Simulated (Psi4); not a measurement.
**CCSD/def2-SVP (core potential) run of InCNClF (SMILES N#[C][In]([F])[Cl])**

What is the energy change on altering one bond length of InCNClF at CCSD/def2-SVP (core potential)? 

The calculation is run with Psi4 1.11.

1 further run of the same task is left out (set aside as unsound or not needed).

## Step 1: The system as given

The species is InCNClF (5 atoms), meant as a singlet with charge 0. As SMILES, `N#[C][In]([F])[Cl]`. The coordinates come from a PBE0-D4/def2-TZVP relaxation.

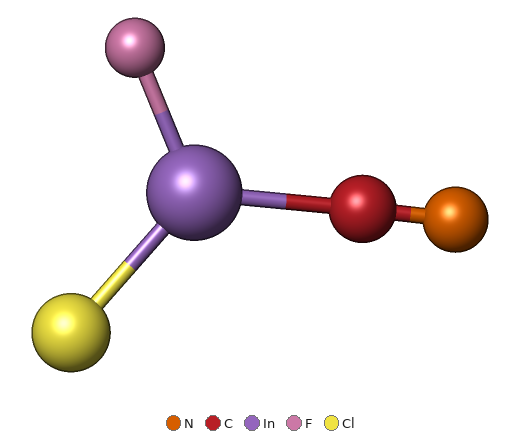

Viewed from a chosen angle; nitrogen orange, carbon red, indium purple, fluorine pink, chlorine yellow.

## Step 2: A single-point energy at CCSD/def2-SVP (core potential)

Input file run.py:

```python
import psi4

psi4.set_memory('2200 MB')
psi4.set_num_threads(1)
psi4.core.set_output_file('cclfinn.out', False)

m = psi4.geometry("""
0 1
N     -1.392600     1.451400     1.648800
C     -0.781900     0.784400     0.934900
In     0.330400    -0.389600    -0.376400
F      0.434400    -2.280900    -0.039700
Cl     1.459700     0.361000    -2.209100
symmetry c1
""")

options = {'basis': 'def2-SVP', 'reference': 'rhf', 'puream': True, 'e_convergence': 1e-09, 'd_convergence': 1e-08, 'scf_type': 'pk', 'num_frozen_docc': 12}
psi4.set_options(options)

e_tot = psi4.energy("ccsd")
print(f'ccsd energy: {e_tot:.10f} Eh')
for k, v in sorted(psi4.core.scalar_variables().items()):
    print(f'{k:45s} {v:18.10f}')
```

Run with:

```bash
$ python run.py
```

cclfinn.out:

```text
[...]
    !!!  WARNING: ECP capability is in beta. Please check occupations closely.  !!!
[...]
  Running in c1 symmetry.
[...]
  Nuclear repulsion =  275.341192797407359
[...]
  Multiplicity = 1
[...]
  Nalpha       = 30
  Nbeta        = 30
[...]
    Number of basis functions: 86
[...]
   @RHF iter   1:  -840.11669185893243   -2.25286e+00   5.78213e-03 ADIIS/DIIS
[...]
   @RHF iter  14:  -840.23190408194660   -2.27374e-13   3.96480e-09 DIIS
[...]
    Orbital Energies [Eh]
    ---------------------
    Doubly Occupied:
       1A   -104.812684     2A    -26.242509     3A    -15.609496
       4A    -11.287900     5A    -10.575030     6A     -8.049513
       7A     -8.047005     8A     -8.046838     9A     -5.483933
      10A     -3.746343    11A     -3.740431    12A     -3.738267
      13A     -1.494926    14A     -1.231241    15A     -1.158172
      16A     -1.134683    17A     -1.130755    18A     -1.128942
      19A     -1.122832    20A     -1.066184    21A     -0.703500
      22A     -0.625223    23A     -0.607135    24A     -0.606041
      25A     -0.569422    26A     -0.527298    27A     -0.505397
      28A     -0.501459    29A     -0.488694    30A     -0.484954
[...]
  @RHF Final Energy:  -840.23190408194660
   => Energetics <=
    Nuclear Repulsion Energy =            275.3411927974073592
    One-Electron Energy =               -1782.2125825337495826
    Two-Electron Energy =                 666.6394856543956848
    Total Energy =                       -840.2319040819465954
[...]
 Multipole Moments:
 ------------------------------------------------------------------------------------
     Multipole            Electronic (a.u.)      Nuclear  (a.u.)        Total (a.u.)
 ------------------------------------------------------------------------------------
 L = 1.  Multiply by 2.5417464519 to convert [e a0] to [Debye]
 Dipole X            :         -0.0134342            0.3220593            0.3086251
 Dipole Y            :        -11.9457448           12.0493539            0.1036091
 Dipole Z            :          3.1076230           -3.5816097           -0.4739868
 Magnitude           :                                                    0.5750198
[...]
      * MP2 total energy                      = -840.902866972303968
[...]
      * CCSD total energy                     = -840.921302477383620
```

The script printed:

```text
ccsd energy: -840.9213024774 Eh
CC D1 DIAGNOSTIC                                    0.0433132353
CC D2 DIAGNOSTIC                                    0.1763951547
CC NEW D1 DIAGNOSTIC                                0.0433132353
CC T1 DIAGNOSTIC                                    0.0137933347
CCSD CORRELATION ENERGY                            -0.6893983954
CCSD DOUBLES ENERGY                                -0.6893983954
CCSD ITERATIONS                                    18.0000000000
CCSD OPPOSITE-SPIN CORRELATION ENERGY              -0.5272671169
CCSD SAME-SPIN CORRELATION ENERGY                  -0.1621312785
CCSD SINGLES ENERGY                                 0.0000000000
CCSD TOTAL ENERGY                                -840.9213024774
CURRENT CORRELATION ENERGY                         -0.6893983954
CURRENT ENERGY                                   -840.9213024774
CURRENT REFERENCE ENERGY                         -840.2319040819
DD SOLVATION ENERGY                                 0.0000000000
HF KINETIC ENERGY                                 724.2690811532
HF POTENTIAL ENERGY                             -1564.5009852351
HF TOTAL ENERGY                                  -840.2319040819
HF VIRIAL RATIO                                     2.1601101385
MP2 CORRELATION ENERGY                             -0.6709628904
MP2 DOUBLES ENERGY                                 -0.6709628904
MP2 OPPOSITE-SPIN CORRELATION ENERGY               -0.4860966976
MP2 SAME-SPIN CORRELATION ENERGY                   -0.1848661928
MP2 SINGLES ENERGY                                 -0.0000000000
MP2 TOTAL ENERGY                                 -840.9028669723
NUCLEAR REPULSION ENERGY                          275.3411927974
ONE-ELECTRON ENERGY                             -1782.2125825337
PCM POLARIZATION ENERGY                             0.0000000000
PE ENERGY                                           0.0000000000
SCF ITERATION ENERGY                             -840.2319040819
SCF ITERATIONS                                     14.0000000000
SCF TOTAL ENERGY                                 -840.2319040819
TWO-ELECTRON ENERGY                               666.6394856544
```

Run time: 23 s. Hardware: 1 thread of Intel Xeon Platinum 8488C (Sapphire Rapids), shared host; peak memory 0.5 GiB.

## Step 3: The distorted shape

Input file input.json:

```json
{
  "schema_name": "qcschema_input",
  "schema_version": 1,
  "molecule": {
    "schema_name": "qcschema_molecule",
    "schema_version": 2,
    "symbols": ["N", "C", "In", "F", "Cl"],
    "geometry": [-2.97782854, 3.12086002, 3.52047851, -1.47757686, 1.48230117, 1.76670495, 0.62436551, -0.7362373, -0.71129291, 0.82089703, -4.31027632, -0.07502213, 2.75843322, 0.68219113, -4.17459398],
    "molecular_charge": 0,
    "molecular_multiplicity": 1,
    "fix_symmetry": "c1"
  },
  "driver": "energy",
  "model": {
    "method": "ccsd",
    "basis": "def2-SVP"
  },
  "keywords": {
    "puream": true,
    "e_convergence": 1e-09,
    "d_convergence": 1e-08,
    "scf_type": "pk",
    "num_frozen_docc": 12
  }
}
```

Run with:

```bash
$ psi4 --qcschema input.json -n 1 --memory 2200MB
```

stdout:

```text
[...]
    !!!  WARNING: ECP capability is in beta. Please check occupations closely.  !!!
[...]
  Running in c1 symmetry.
[...]
  Nuclear repulsion =  267.285799175865236
[...]
  Multiplicity = 1
[...]
  Nalpha       = 30
  Nbeta        = 30
[...]
    Number of basis functions: 86
[...]
   @RHF iter   1:  -839.93987476885582   -2.60526e+00   5.64491e-03 ADIIS/DIIS
[...]
   @RHF iter  22:  -840.04854537764743   -3.02407e-11   5.80378e-09 DIIS
[...]
    Orbital Energies [Eh]
    ---------------------
    Doubly Occupied:
       1A   -104.815361     2A    -26.245382     3A    -15.699124
       4A    -11.377185     5A    -10.577652     6A     -8.052143
       7A     -8.049591     8A     -8.049436     9A     -5.488476
      10A     -3.750501    11A     -3.745371    12A     -3.743005
      13A     -1.497477    14A     -1.162096    15A     -1.144230
      16A     -1.135071    17A     -1.133425    18A     -1.127273
      19A     -1.087145    20A     -1.069070    21A     -0.752248
      22A     -0.634793    23A     -0.610710    24A     -0.608685
      25A     -0.555334    26A     -0.519824    27A     -0.492461
      28A     -0.486820    29A     -0.429520    30A     -0.419343
[...]
  @RHF Final Energy:  -840.04854537764743
   => Energetics <=
    Nuclear Repulsion Energy =            267.2857991758652361
    One-Electron Energy =               -1765.7511847028449665
    Two-Electron Energy =                 658.4168401493324154
    Total Energy =                       -840.0485453776474287
[...]
 Multipole Moments:
 ------------------------------------------------------------------------------------
     Multipole            Electronic (a.u.)      Nuclear  (a.u.)        Total (a.u.)
 ------------------------------------------------------------------------------------
 L = 1.  Multiply by 2.5417464519 to convert [e a0] to [Debye]
 Dipole X            :          0.9525245           -0.6087164            0.3438081
 Dipole Y            :        -12.9944833           13.0659372            0.0714539
 Dipole Z            :          1.9767933           -2.4935464           -0.5167531
 Magnitude           :                                                    0.6247747
[...]
      * MP2 total energy                      = -840.807678425610789
[...]
      * CCSD total energy                     = -840.797812917458032
[...]
```

The result, in JSON:

```text
{
 "driver": "energy",
 "model": {
  "method": "ccsd",
  "basis": "def2-SVP"
 },
 "success": true,
 "return_result": -840.797812917458,
 "properties": {
  "calcinfo_nbasis": 86,
  "calcinfo_nmo": 86,
  "calcinfo_nalpha": 30,
  "calcinfo_nbeta": 30,
  "calcinfo_natom": 5,
  "nuclear_repulsion_energy": 267.28579917586524,
  "return_energy": -840.797812917458,
  "scf_one_electron_energy": -1765.751184702845,
  "scf_two_electron_energy": 658.4168401493324,
  "scf_dipole_moment": [0.3438080719632386, 0.07145390770241988, -0.5167530524484798],
  "scf_total_energy": -840.0485453776474,
  "scf_iterations": 22,
  "mp2_same_spin_correlation_energy": -0.2120768038686247,
  "mp2_opposite_spin_correlation_energy": -0.5470562440901853,
  "mp2_singles_energy": -1.6093776899550321e-27,
  "mp2_doubles_energy": -0.75913304795881,
  "mp2_correlation_energy": -0.75913304795881,
  "mp2_total_energy": -840.8076784256108,
  "ccsd_same_spin_correlation_energy": -0.16637315858701218,
  "ccsd_opposite_spin_correlation_energy": -0.5828943812190295,
  "ccsd_singles_energy": 0.0,
  "ccsd_doubles_energy": -0.7492675398060417,
  "ccsd_correlation_energy": -0.7492675398060419,
  "ccsd_total_energy": -840.797812917458,
  "ccsd_iterations": 22
 }
}
```

Wall time 27 s (1 thread of Intel Xeon Platinum 8488C (Sapphire Rapids), shared host); peak memory 0.5 GiB.

## Step 4: Results

Level: CCSD/def2-SVP (core potential), 12 core orbitals frozen.

| quantity | value |
| --- | --- |
| first shape: total energy | -840.92130 Eh |
| first shape: HOMO energy (Hartree–Fock orbitals) | -13.20 eV |
| first shape: LUMO energy (Hartree–Fock orbitals) | 0.25 eV |
| first shape: HOMO–LUMO gap (Hartree–Fock orbitals) | 13.44 eV |
| first shape: correlation energy (12 core orbitals frozen) | -689.4 mEh |
| first shape: T1 diagnostic | 0.014 |
| distorted shape: total energy | -840.79781 Eh |
| distorted shape: HOMO energy (Hartree–Fock orbitals) | -11.41 eV |
| distorted shape: LUMO energy (Hartree–Fock orbitals) | -0.23 eV |
| distorted shape: HOMO–LUMO gap (Hartree–Fock orbitals) | 11.19 eV |
| distorted shape: correlation energy (12 core orbitals frozen) | -749.3 mEh |
| distorted shape: T1 diagnostic | 0.026 |
| energy change with the N1–C2 bond stretched from 1.152 to 1.498 Å | 3.360 eV |

With the N1–C2 bond stretched from 1.152 to 1.498 Å the energy rises by 3.36 eV (324 kJ/mol). The first shape isn't relaxed at this level, so the change isn't measured from a minimum. The T1 diagnostic (distorted shape) of 0.026 is above the customary mark for such species, so a single reference may not serve.
